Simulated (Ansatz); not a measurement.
Where the default PAW files enter, the runs use the earlier of Ansatz's two default sets.

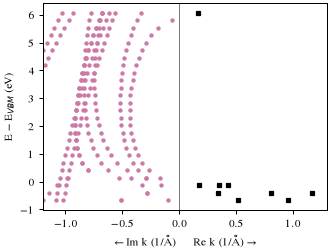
Figure. Complex bands at the centre of the two-dimensional zone; r2SCAN in Ansatz (a program for electronic structure)

The gap is the functional's own. No spin-orbit coupling. Mid-gap values are interpolated on the energy grid.

Question: This is KCl (Fm-3m, rock salt, 2 atoms a cell, 31.0 Å³ an atom) along the normal of (110). Read off the slowest decay at the centre of the two-dimensional zone at 2.83 eV, the computed energy nearest the middle of the gap.

Answer: κ ≈ 0.43 1/Å, a decay length 1/(2κ) of the density of 1.2 Å.
